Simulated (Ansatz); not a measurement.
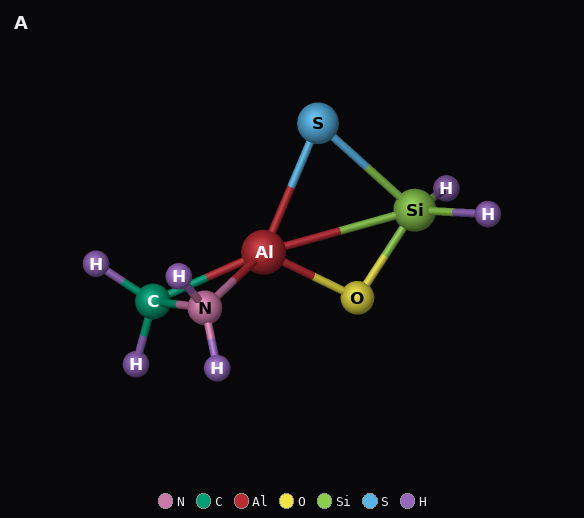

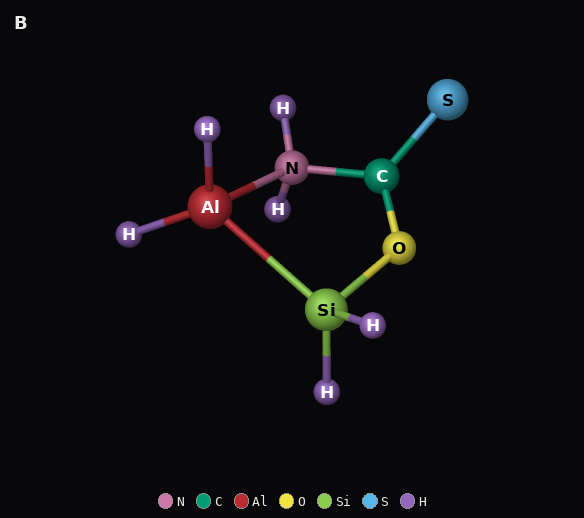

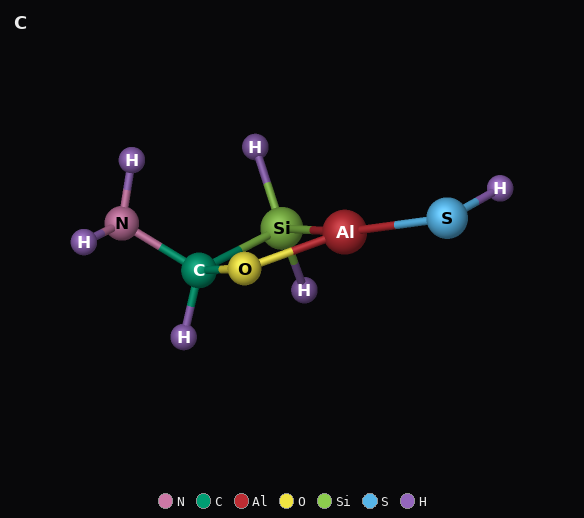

3 stationary structures of one formula. Geometries: PBE0-D4/def2-TZVP. Electronic energies: RHF-CCSD(T) (frozen core)/def2-TZVPP (Ansatz 0.2.0), without zero-point energy. No frequency run is at hand to confirm each as a minimum. Each is one conformer, not always the lowest.

> Which is lowest in energy, and by how much?

A is lowest; C lies 2.919 eV above it, B lies 3.780 eV above it.
